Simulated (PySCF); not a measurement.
**Two runs on C$_{3}$H$_{8}$B**

System: C$_{3}$H$_{8}$B, charge −1.
Method of the first run: GIAO PBE0/pcSseg-2 NMR shielding, non-relativistic, gas phase (PySCF 2.14.0).

The geometry comes from this level: PBE0-D3(BJ)/def2-SVP. Text and figures count atoms from 1; the logs count them from 0 in places.

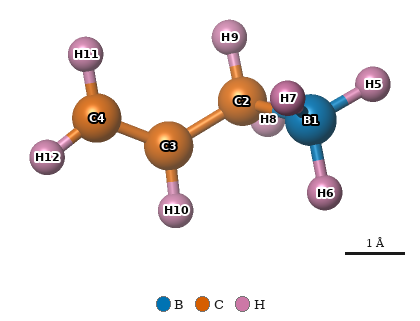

Figure 1. The input geometry (ball-and-stick view, seen at a tilt; atoms are numbered from 1 in the order of the input).

## Input file, the first run
```
{"job": {"kind": "nmr", "xc": "PBE0", "basis": "pcSseg-2", "pop": false}, "charge": -1, "multiplicity": 1}
B      1.355815    -0.298194    -0.462614
C      0.338295     0.688335     0.414533
C     -1.087587     0.443925     0.113469
C     -2.043377    -0.035037     0.926430
H      2.541648     0.018916    -0.220119
H      1.137592    -0.146604    -1.687173
H      1.171686    -1.495164    -0.160160
H      0.585431     1.732662     0.135998
H      0.517537     0.589011     1.502203
H     -1.370625     0.633597    -0.934296
H     -1.829989    -0.268764     1.976696
H     -3.056937    -0.246029     0.567260
```

The first line tells a small driver script what to run in PySCF; the rest is the geometry in Å.

Hardware: 1 CPU thread, shared host.

## Output (the first run)
```
coarse grid: 9304 points
cycle   1  E = -143.7250669216  dE =  4.929e-02  |g| = 5.470e-01  |ddm| = 2.113e+00
cycle   2  E = -143.6759474824  dE =  4.912e-02  |g| = 6.948e-01  |ddm| = 1.821e+00
cycle   3  E = -143.8311036855  dE = -1.552e-01  |g| = 1.045e-01  |ddm| = 1.206e+00
cycle   4  E = -143.8335163090  dE = -2.413e-03  |g| = 3.979e-02  |ddm| = 8.959e-02
cycle   5  E = -143.8338932462  dE = -3.769e-04  |g| = 1.085e-02  |ddm| = 3.519e-02
cycle   6  E = -143.8339226621  dE = -2.942e-05  |g| = 2.426e-03  |ddm| = 9.135e-03
cycle   7  E = -143.8339239920  dE = -1.330e-06  |g| = 3.956e-04  |ddm| = 1.948e-03
final grid: 87808 points
cycle   8  E = -143.8388381610  dE = -7.353e-05  |g| = 5.971e-03  |ddm| = 6.205e-02
cycle   9  E = -143.8388340813  dE =  4.080e-06  |g| = 7.024e-03  |ddm| = 1.209e-02
cycle  10  E = -143.8388479208  dE = -1.384e-05  |g| = 8.063e-04  |ddm| = 6.845e-03
cycle  11  E = -143.8388480564  dE = -1.357e-07  |g| = 3.554e-04  |ddm| = 7.637e-04
cycle  12  E = -143.8388480883  dE = -3.191e-08  |g| = 6.018e-05  |ddm| = 2.778e-04
cycle  13  E = -143.8388480893  dE = -9.353e-10  |g| = 1.183e-05  |ddm| = 6.571e-05
converged SCF energy = -143.8388480893

GIAO shielding tensors (ppm)
atom      isotropic    diamagn.    paramagn.     s11        s22        s33       span
  0 B      132.210     182.613     -50.403    120.680    126.700    149.251     28.571
  1 C      145.827     237.686     -91.859    124.176    145.788    167.518     43.342
  2 C        7.418     249.463    -242.045   -134.683     12.434    144.504    279.186
  3 C       86.333     252.346    -166.013    -13.542    124.525    148.015    161.556
  4 H       30.164      29.488       0.676     28.307     28.638     33.548      5.241
  5 H       30.352      29.688       0.664     28.635     29.230     33.190      4.555
  6 H       30.655      29.521       1.134     28.697     29.725     33.542      4.845
  7 H       29.876      29.374       0.502     26.612     28.867     34.148      7.536
  8 H       29.914      30.686      -0.772     26.952     29.949     32.842      5.890
  9 H       24.501      31.686      -7.184     20.706     24.746     28.051      7.344
 10 H       27.000      32.293      -5.293     24.718     26.066     30.217      5.499
 11 H       27.305      30.900      -3.595     24.542     25.965     31.410      6.868
```

For the second run the input was changed thus:
```diff
-"basis": "pcSseg-2"
-"pop": false
+"basis": "pcSseg-1"
```

What does this change do to the results?

The total energy of the second run is 45.1 kcal/mol higher, which measures the change of basis and not a stability. The HOMO goes from −2.00 to −1.90 eV. The LUMO goes from 4.52 to 5.04 eV. Of all shieldings, the largest change is that of C3, by +6.2 ppm. The number of SCF iterations is the same. The basis functions go from 256 to 108.

## Output (the second run)
```
coarse grid: 9304 points
cycle   1  E = -143.6422100531  dE =  5.816e-02  |g| = 5.220e-01  |ddm| = 2.806e+00
cycle   2  E = -143.6199655590  dE =  2.224e-02  |g| = 6.159e-01  |ddm| = 1.516e+00
cycle   3  E = -143.7399220740  dE = -1.200e-01  |g| = 9.823e-02  |ddm| = 8.107e-01
cycle   4  E = -143.7421701151  dE = -2.248e-03  |g| = 3.135e-02  |ddm| = 9.678e-02
cycle   5  E = -143.7424021391  dE = -2.320e-04  |g| = 1.003e-02  |ddm| = 3.190e-02
cycle   6  E = -143.7424273590  dE = -2.522e-05  |g| = 1.889e-03  |ddm| = 8.544e-03
cycle   7  E = -143.7424281911  dE = -8.320e-07  |g| = 2.894e-04  |ddm| = 1.942e-03
final grid: 87808 points
cycle   8  E = -143.7669190729  dE = -2.125e-05  |g| = 5.757e-03  |ddm| = 2.178e-02
cycle   9  E = -143.7669162828  dE =  2.790e-06  |g| = 6.572e-03  |ddm| = 1.210e-02
cycle  10  E = -143.7669284113  dE = -1.213e-05  |g| = 7.725e-04  |ddm| = 6.751e-03
cycle  11  E = -143.7669285589  dE = -1.476e-07  |g| = 1.674e-04  |ddm| = 7.247e-04
cycle  12  E = -143.7669285659  dE = -6.941e-09  |g| = 4.761e-05  |ddm| = 1.811e-04
cycle  13  E = -143.7669285664  dE = -5.739e-10  |g| = 9.853e-06  |ddm| = 4.637e-05
converged SCF energy = -143.7669285664

GIAO shielding tensors (ppm)
atom      isotropic    diamagn.    paramagn.     s11        s22        s33       span
  0 B      134.496     184.260     -49.764    123.960    129.622    149.906     25.946
  1 C      148.019     244.188     -96.169    126.712    147.958    169.388     42.675
  2 C       13.656     254.561    -240.905   -124.186     18.761    146.394    270.580
  3 C       87.733     254.552    -166.818    -11.779    126.325    148.654    160.432
  4 H       30.276      29.563       0.712     28.362     28.706     33.759      5.397
  5 H       30.441      29.697       0.744     28.514     29.376     33.433      4.920
  6 H       30.629      29.495       1.135     28.334     29.803     33.752      5.419
  7 H       30.004      30.081      -0.077     26.623     28.905     34.485      7.862
  8 H       30.077      31.385      -1.308     26.987     30.036     33.208      6.222
  9 H       24.821      31.936      -7.114     21.453     24.912     28.098      6.646
 10 H       27.113      31.931      -4.818     24.766     26.029     30.543      5.777
 11 H       27.425      30.366      -2.941     24.480     26.083     31.711      7.231
```

## The two runs side by side

```tsv
quantity	the first run	the second run
outcome	converged	converged
total energy (hartree)	−143.838848	−143.766929
HOMO (eV)	−2.00	−1.90
LUMO (eV)	4.52	5.04
shielding of B1 (ppm)	132.2	134.5
shielding of C2 (ppm)	145.8	148.0
shielding of C3 (ppm)	7.4	13.7
shielding of C4 (ppm)	86.3	87.7
shielding of H8 (ppm)	29.9	30.0
shielding of H9 (ppm)	29.9	30.1
shielding of H10 (ppm)	24.5	24.8
SCF iterations	13	13
basis functions	256	108
wall time (shared host)	20 s	5.8 s
```
